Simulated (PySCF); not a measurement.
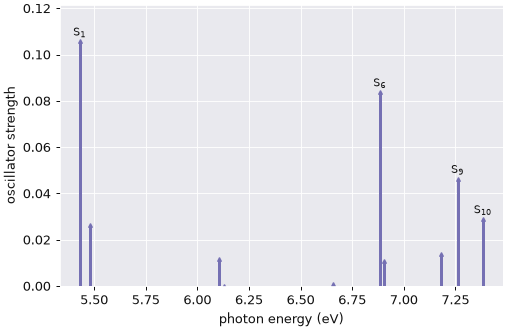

Computed absorption of C₂H₈AlN, SMILES C[NH][AlH][CH3], singlet. Vertical TDDFT excitations, PBE0/def2-TZVPD with PySCF, at a PBE0-D3(BJ)/def2-SVP geometry (no frequency check), gas phase. The lowest 10 singlet states are shown.

### Which of the computed transitions is the brightest, and what character does the calculation give it?

S1 at 5.43 eV (228 nm), f = 0.106, mainly HOMO → LUMO (96 %) (S2 lies within 0.06 eV, too close to order).

### Where is the lowest singlet, and is it bright?

S1 lies at 5.43 eV (228 nm) with f = 0.106, mainly HOMO → LUMO (96 %) (S2 lies within 0.06 eV, too close to order); it is bright.

### List the transitions behind the spectrum.

```
state  E (eV)  λ (nm)      f          main character
   S1    5.43     228  0.106      HOMO → LUMO (96 %)
   S2    5.48     226  0.026    HOMO → LUMO+1 (88 %)
   S3    6.11     203  0.012    HOMO → LUMO+2 (77 %)
   S4    6.13     202  0.000    HOMO−1 → LUMO (84 %)
   S5    6.66     186  0.001    HOMO → LUMO+3 (73 %)
   S6    6.88     180  0.084  HOMO−1 → LUMO+1 (96 %)
   S7    6.90     180  0.011    HOMO → LUMO+4 (72 %)
   S8    7.18     173  0.014    HOMO → LUMO+5 (92 %)
   S9    7.26     171  0.046    HOMO−2 → LUMO (94 %)
  S10    7.38     168  0.029    HOMO → LUMO+6 (92 %)
```

Caveats: states above the negative HOMO energy depend on the basis; one conformer of a flexible molecule; core orbitals are frozen in the response.
